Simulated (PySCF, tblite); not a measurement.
# C5H10O+ (doublet): geometry, infrared bands and EPR parameters

Wanted: the infrared bands and EPR parameters of C5H10O+ (doublet) (`C[CH+][C](C)OC`), by calculation.

The runs use tblite 0.8.0 and PySCF 2.14.0, with density-fitted response routines of our own; the level of theory stands in each step. All values are computed, except where a source is named. Atoms count from 0, in the outputs and in this text.

### 1 The starting structure

16 atoms, charge 1, multiplicity 2; geometry from: force field or distance geometry start.

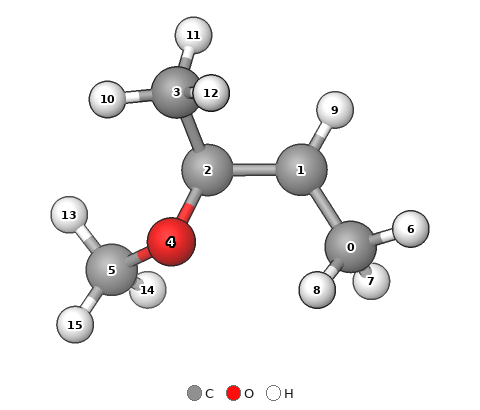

As it starts; carbon grey, oxygen red, hydrogen white, atoms numbered.

### 2 Optimising the geometry with GFN2-xTB

What the job is given:

```
{"job": {"kind": "relax", "xc": "GFN2-xTB", "basis": "xTB"}, "charge": 1, "multiplicity": 2}
C     -2.023400     0.790500     0.509200
C     -1.249800    -0.345000    -0.039700
C      0.238700    -0.368600    -0.038800
C      0.663000    -1.756200     0.386000
O      0.801000     0.571000     0.834200
C      1.802400     1.201900     0.090700
H     -3.006800     0.413500     0.904100
H     -2.292300     1.550900    -0.240800
H     -1.518700     1.262600     1.381200
H     -1.793000    -1.214000    -0.429700
H      1.756200    -1.711000     0.580000
H      0.414800    -2.475900    -0.428200
H      0.067300    -1.977600     1.330100
H      2.470000     0.387400    -0.293600
H      1.287200     1.750000    -0.728700
H      2.376000     1.929400     0.707400
```

The run is started by

```sh
OMP_NUM_THREADS=1 python probes_run.py task.json out
```

This one command runs all jobs of the session in turn.

**Question.** This job is followed by: GFN2-xTB harmonic vibrations, gas phase; UKS B3LYP, pcH-1 on C H O, non-relativistic, mean-field spin-orbit, GIAO. Predict these results of the whole session: strongest single infrared mode (GFN2-xTB); zero-point energy (GFN2-xTB); g(iso) (B3LYP); ⟨S²⟩; largest a(iso) (averaged by class).

**Answer**, as computed:

| quantity | value |
| --- | --- |
| strongest single infrared mode (GFN2-xTB) | 1314 cm⁻¹, 297 km/mol |
| zero-point energy (GFN2-xTB) | 84.8 kcal/mol |
| g(iso) (B3LYP) | 2.00356 |
| ⟨S²⟩ | 0.754 (exact 0.75) |
| largest a(iso) (averaged by class) | 1H on H6, H7, H8, 76.5 MHz |

**Reading.** Over 119 steps the energy fell by 2.426 eV; of the close pairs, C2–O4 changed most, 1.400 to 1.309 Å. All 42 modes are real, so the xTB geometry is a minimum. The strongest single mode, at 1314 cm⁻¹, moves mainly H7 and H6. Unscaled tight-binding wavenumbers are off by several per cent, some by more. Its intensities can rank the bands wrongly. C1 carries the largest spin population, 0.59 e. The isotropic g lies 1.2 ppt above the free-electron value.
